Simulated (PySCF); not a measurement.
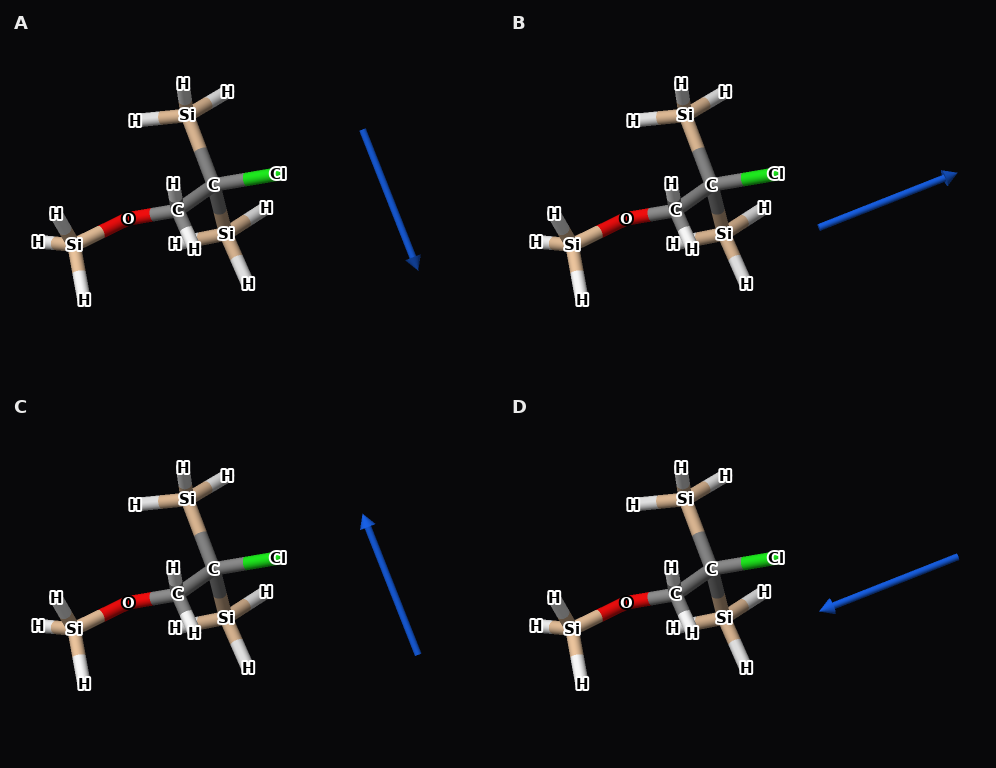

The same molecule four times, each with an arrow. Computed geometry: GFN2-xTB optimisation. No frequency run is at hand to confirm it as a minimum. Properties computed with PBE0/def2-SVPD, gas phase (PySCF 2.14.0).

### Which arrow points along the dipole moment, from the negative to the positive end?

D. The dipole moment is 1.60 D.

The geometry is semi-empirical. Around Si such bond lengths and angles can be off by a tenth of an ångström or more and by several degrees, and values that hang on the shape move with them.
